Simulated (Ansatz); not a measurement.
# Calculations on BNHF and related structures

### Relaxation

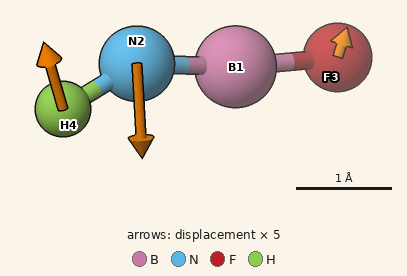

This is a relaxation of BNHF. The starting structure is drawn; orange arrows show the displacements, 5 times their true length. The two geometries are superimposed by the best rigid fit.

Style: ball-and-stick. Shown at a tilt.

It is one of the separated products of a reaction.

Level of theory: RKS PBE0-D4/def2-TZVP in Ansatz. (force threshold 0.005 eV/Å; at most 200 steps)

### What happened in the run?

N2 moves most after the best rigid fit: 0.21 Å. Largest moves by element: N 0.21 Å, H 0.16 Å, F 0.07 Å, B 0.01 Å. Among the contacts that change: B1–N2 1.252 → 1.233 Å, B1–F3 1.281 → 1.293 Å, N2–H4 0.996 → 0.989 Å. Bond angles that change, for instance: B1–N2–H4 149.2° → 180.0°, N2–B1–F3 174.0° → 180.0°. After 6 geometry steps the energy has fallen by 1.08 kcal/mol. Largest force component: 0.83 eV/Å at the start, 0.00042 eV/Å at the end. The run took about 17 core-seconds on a shared host.

### Relaxation

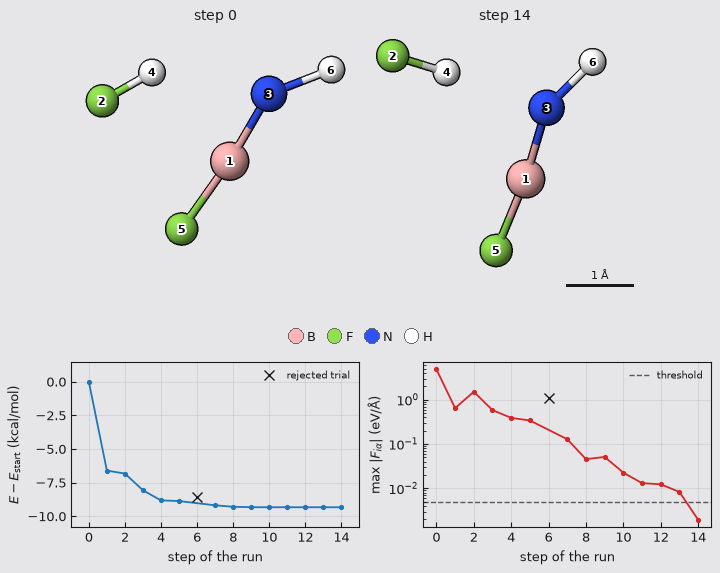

First and last geometry of a relaxation of BNH2F2 (started from a transition state, displaced along its imaginary mode), with the history of the run. A ball-and-stick model, seen at a tilt.

The calculation used Ansatz 0.2.0, RKS PBE0-D4/def2-TZVP.

Input file:
```yaml
crystal:
  periodic: [false, false, false]
  atoms:
    - {symbol: B, position_ang: [-0.516992, -0.209937, -0.594853]}
    - {symbol: F, position_ang: [0.013104, 1.388726, 1.149936]}
    - {symbol: N, position_ang: [0.530591, -0.771442, -0.198754]}
    - {symbol: H, position_ang: [0.537250, 0.724816, 1.033442]}
    - {symbol: F, position_ang: [-1.591973, 0.465080, -0.920558]}
    - {symbol: H, position_ang: [1.028120, -1.597244, -0.469213]}
basis:
  gaussian: {orbitals: def2-TZVP}
hamiltonian: {xc: pbe0, dispersion: d4}
relax: {f_tol: 0.005, max_steps: 200}
```

### What do the curves and the structures tell?

It converged. The largest move after the best rigid fit is that of F2, 0.80 Å. By element the largest moves are F 0.80 Å, H 0.48 Å, B 0.35 Å, N 0.28 Å. Among the contacts that change: F2–H4 0.854 → 0.942 Å, B1–F5 1.310 → 1.281 Å, N3–H6 1.001 → 0.996 Å. Bond angles that change, for instance: B1–N3–H6 134.4° → 149.2°. The energy falls by 9.32 kcal/mol in 13 accepted moves (14 points after the start). Largest force component: 4.8 eV/Å at the start, 0.002 eV/Å at the end. The line search rejected the trial step at point 6 of the run. The run took roughly 60 core-seconds on a shared host.

### Reaction

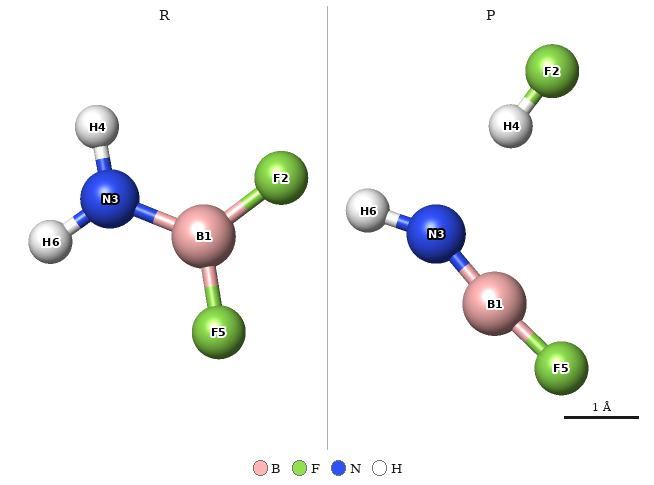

Reactant (R) and product (P) of one elementary step of BNH$_{2}$F$_{2}$. A ball-and-stick model, seen face on.

Stationary points at PBE0-D4/def2-TZVP, single-point energies with CCSD(T)/CBS (def2-TZVPP where no basis is named; Ansatz 0.2.0). The energies are electronic, without zero-point or thermal terms, and both ends are the minima reached downhill from the saddle, with any fragments still in contact. CCSD(T)/CBS stands for a frozen-core estimate: MP2 correlation extrapolated from def2-TZVPP and def2-QZVPP, CCSD(T) minus MP2 from the smaller set.

Question: Predict the saddle point between them and the barrier.

Answer: Counted by bonded pieces, R holds BH₂NF₂ and P holds BHNF + HF. From R over the saddle to P, a bond forms: F2–H4 (2.63 → 1.01 → 0.94 Å). Bonds break: B1–F2 (1.33 → 1.88 → 3.27 Å), N3–H4 (1.00 → 1.58 → 1.79 Å). The saddle has one imaginary mode, 376i cm⁻¹. With CCSD(T)/CBS the barrier is 347.3 kJ/mol from R and 39.9 kJ/mol from P, and P lies 307.4 kJ/mol above R. By Pauling bond orders of the changing bonds the saddle lies closer to P, the higher end, as Hammond's postulate suggests.

The saddle point in the same view, with dashed sticks for the bonds that form or break:

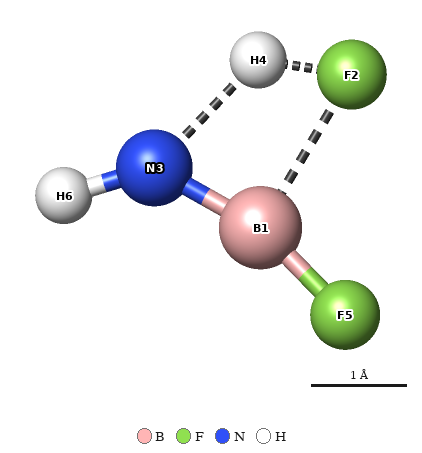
